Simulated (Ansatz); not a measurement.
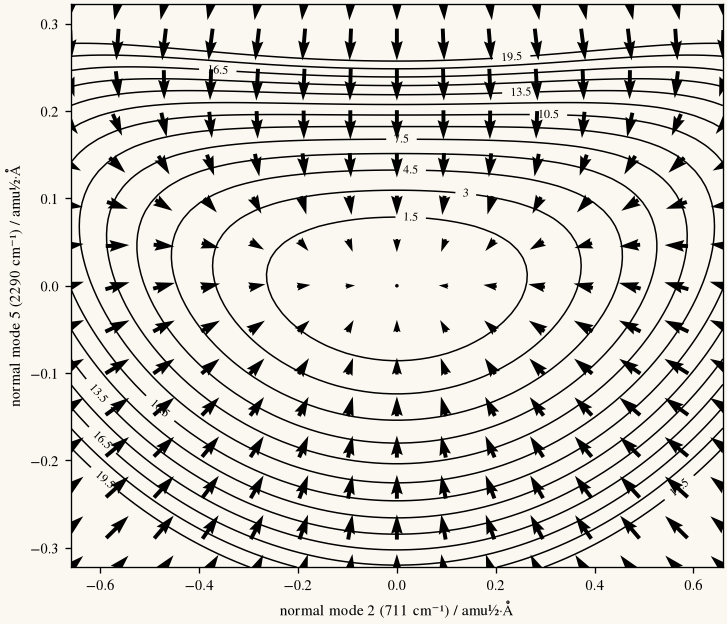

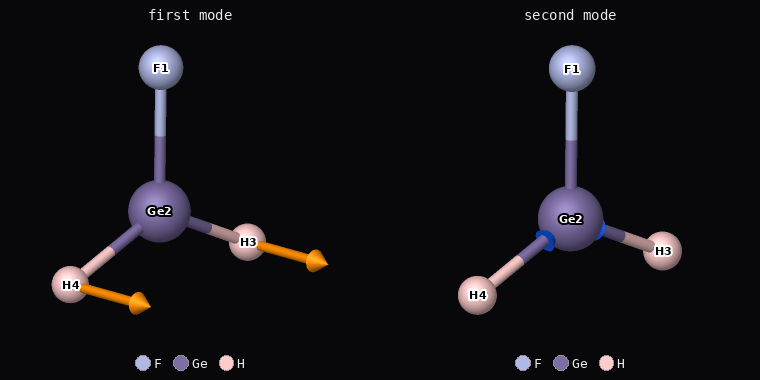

Energy landscape of FGeH2, SMILES [F][GeH2+], charge +1. Coordinates scanned: (1) normal mode 2 (711 cm⁻¹); (2) normal mode 5 (2290 cm⁻¹). Nothing is relaxed (straight displacements along the two mass-weighted modes). Grid: 15 × 15 points; 120 points were computed and 105 follow by symmetry. Points are written as (first, second). All energies are given in kcal/mol relative to the relaxed molecule at the same level. Computed with Ansatz 0.2.0, RHF-MP2, frozen core/def2-TZVP.

Drawn: contour lines labelled in kcal/mol (none above 19.5), arrows along the force (downhill), their lengths compressed. Between grid points the surface is interpolated. The second picture is the structure at the lowest point

Q: Summarise what can be read from the map.

A: The lowest grid point is at (0.000 amu½·Å, 0.000 amu½·Å), 0.0 kcal/mol from the relaxed molecule at the same level. No other kind of well shows on this grid. The highest grid point, (0.000 amu½·Å, 0.322 amu½·Å), lies 33.0 kcal/mol above the lowest.

Grid values (kcal/mol):

```tsv
normal mode 5 (2290 cm⁻¹) ↓, normal mode 2 (711 cm⁻¹) →	−0.660	−0.565	−0.471	−0.377	−0.283	−0.188	−0.094	0.000	0.094	0.188	0.283	0.377	0.471	0.565	0.660
0.322	25.0	26.0	27.5	29.1	30.6	31.9	32.7	33.0	32.7	31.9	30.6	29.1	27.5	26.0	25.0
0.276	19.4	19.5	20.0	20.8	21.6	22.3	22.8	23.0	22.8	22.3	21.6	20.8	20.0	19.5	19.4
0.230	15.2	14.5	14.2	14.3	14.6	14.8	15.1	15.1	15.1	14.8	14.6	14.3	14.2	14.5	15.2
0.184	12.2	10.9	10.0	9.5	9.3	9.2	9.2	9.2	9.2	9.2	9.3	9.5	10.0	10.9	12.2
0.138	10.4	8.5	7.2	6.2	5.6	5.2	5.0	4.9	5.0	5.2	5.6	6.2	7.2	8.5	10.4
0.092	9.6	7.3	5.5	4.1	3.2	2.5	2.2	2.1	2.2	2.5	3.2	4.1	5.5	7.3	9.6
0.046	9.6	6.9	4.8	3.2	2.0	1.1	0.7	0.5	0.7	1.1	2.0	3.2	4.8	6.9	9.6
0.000	10.4	7.5	5.1	3.2	1.8	0.8	0.2	0.0	0.2	0.8	1.8	3.2	5.1	7.5	10.4
−0.046	11.9	8.7	6.1	4.0	2.4	1.3	0.7	0.5	0.7	1.3	2.4	4.0	6.1	8.7	11.9
−0.092	13.9	10.6	7.8	5.6	3.9	2.7	2.0	1.7	2.0	2.7	3.9	5.6	7.8	10.6	13.9
−0.138	16.4	13.0	10.1	7.8	6.0	4.7	3.9	3.7	3.9	4.7	6.0	7.8	10.1	13.0	16.4
−0.184	19.4	15.9	12.9	10.5	8.6	7.3	6.5	6.2	6.5	7.3	8.6	10.5	12.9	15.9	19.4
−0.230	22.7	19.2	16.2	13.7	11.8	10.4	9.6	9.3	9.6	10.4	11.8	13.7	16.2	19.2	22.7
−0.276	26.4	22.8	19.8	17.3	15.3	13.9	13.1	12.8	13.1	13.9	15.3	17.3	19.8	22.8	26.4
−0.322	30.3	26.7	23.7	21.2	19.2	17.8	17.0	16.7	17.0	17.8	19.2	21.2	23.7	26.7	30.3
```

Each point was launched as `ansatz run input.yaml --threads 1 --pin off --max-ram 2560MiB --backend cpu --events-out ev --progress --plain --runs-dir out`. Time for the 120 points that were run: 8.2 min on 1 thread of Arm Neoverse N1 (shared host).
